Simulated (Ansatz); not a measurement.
System: CuNiIN₂.

Input file:

```
crystal:
  lattice:
    - [-2.5200587936, 2.5200587936, 6.9781180206]
    - [2.5200587936, -2.5200587936, 6.9781180206]
    - [2.5200587936, 2.5200587936, -6.9781180206]
  atoms:
    - { symbol: Cu, position: [0.5, 0.5, 0.0] }
    - { symbol: Cu, position: [0.0, 0.0, 0.0] }
    - { symbol: Ni, position: [0.75, 0.75, 0.0] }
    - { symbol: Ni, position: [0.25, 0.25, 0.0] }
    - { symbol: I, position: [0.75, 0.25, 0.5] }
    - { symbol: I, position: [0.25, 0.75, 0.5] }
    - { symbol: "N", position: [0.9173204873, 0.4173204873, 0.3346409747] }
    - { symbol: "N", position: [0.4173204873, 0.0826795127, 0.5] }
    - { symbol: "N", position: [0.0826795127, 0.5826795127, 0.6653590253] }
    - { symbol: "N", position: [0.5826795127, 0.9173204873, 0.5] }
basis:
  ecutwfc: 420
kpoints:
  mp_grid: { grid: [10, 10, 10] }
hamiltonian:
  xc: pbe
scf:
  occupations: { method: gaussian, width: 0.1 }
output:
  forces: true
  stress: true
  eigenvalues: true
  write_density: true
  write_potential: true
  elf: true
  volumetric_format: npy
relax:
  adjacent_minimum: "off"
  f_tol: 0.01
  max_steps: 80
  cell: { stress_tol: 0.05 }
```

Launched as:

```sh
ansatz run input.yaml --threads 4 --pin off --max-ram 10240MiB --backend cpu --events-out ev --progress --plain --runs-dir out
```

Below, planes, directions and counts refer to the conventional cell (a = 5.04 Å, b = 5.04 Å, c = 14.13 Å, α = 90.00°, β = 90.00°, γ = 90.00°).

The fields are those of the relaxed geometry.

Space group I4/mcm; a structure from a database of computed crystals, not necessarily the ambient phase; a generated structure, not necessarily the stable one; computed without spin polarisation.

Level of theory: DFT PBE, scalar-relativistic, plane waves, PAW (Ansatz 0.2.0).

### What will maps of the valence pseudo-density and electron localisation function show?

Ni–I (2.52 Å): the density is about 0.48 e/Å³ at the midpoint; the ELF is about 0.50 at the midpoint.

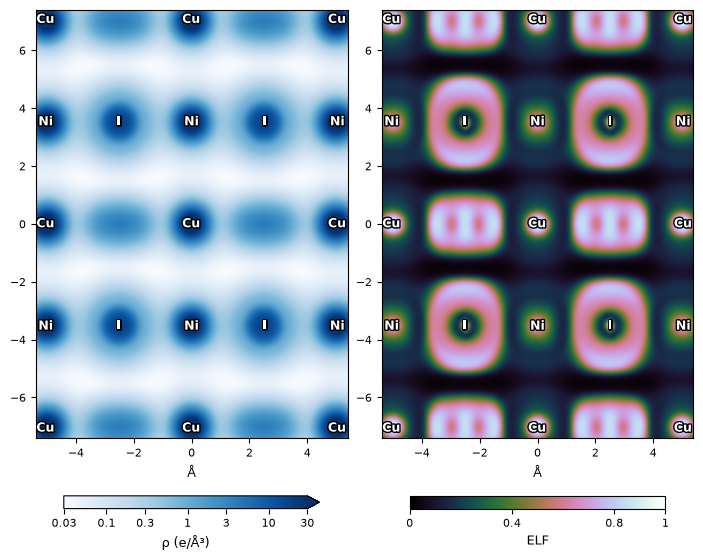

Computed valence pseudo-density and electron localisation function on the (010) plane of the conventional cell, in this order. Atoms just off the plane (N, 0.4 Å away) can leave unmarked features too.

In a PAW calculation such maps are meaningful between the atoms, not at the nuclei.
